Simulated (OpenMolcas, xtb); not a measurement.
## How methods differ on BH2O2F (SMILES OB(O)F)

BH2O2F has 6 atoms, charge 0, and is taken as a singlet. SMILES: `OB(O)F`. Geometry: relaxed at PBE0-D4/def2-TZVP. This is one conformer, not always the lowest.

| atom | x (Å) | y (Å) | z (Å) |
| --- | --- | --- | --- |
| O | -0.4775 | 0.9710 | -0.2084 |
| B | -0.0238 | -0.3075 | -0.1065 |
| O | 0.9894 | -0.6352 | 0.7261 |
| F | -0.5731 | -1.2806 | -0.8332 |
| H | -1.1989 | 1.0661 | -0.8343 |
| H | 1.3260 | 0.1222 | 1.2100 |

Quantity: the dipole moment, in D. The values are calculated.

```json
{"level": "GFN0-xTB", "kind": "semi-empirical", "program": "xtb", "value (D)": "2.26", "CPU time": "under 2 s"}
{"level": "GFN1-xTB", "kind": "semi-empirical", "program": "xtb", "value (D)": "2.60", "CPU time": "under 2 s"}
{"level": "HF/def2-SVPD", "kind": "Hartree–Fock", "program": "OpenMolcas", "value (D)": "2.00", "CPU time": "20 s"}
{"level": "SVWN5/def2-SVPD", "kind": "LDA", "program": "OpenMolcas", "value (D)": "1.90", "CPU time": "37 s"}
{"level": "BLYP/def2-SVPD", "kind": "GGA", "program": "OpenMolcas", "value (D)": "1.84", "CPU time": "50 s"}
{"level": "TPSS/def2-SVPD", "kind": "meta-GGA", "program": "OpenMolcas", "value (D)": "1.84", "CPU time": "67 s"}
{"level": "M06-2X/def2-SVPD", "kind": "hybrid meta-GGA", "program": "OpenMolcas", "value (D)": "1.92", "CPU time": "66 s"}
{"level": "PBE0/def2-SVPD", "kind": "global hybrid", "program": "OpenMolcas", "value (D)": "1.90", "CPU time": "50 s"}
```

The values span 1.84 to 2.60 D. Times are those of the runs behind each value, whatever else they computed, on shared processors of several kinds: orders of magnitude only.

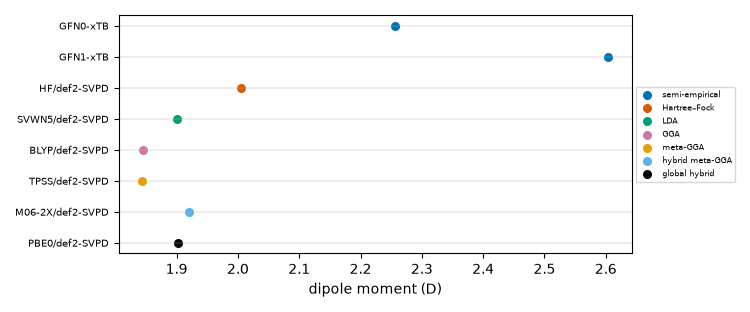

The values of the table, level by level.
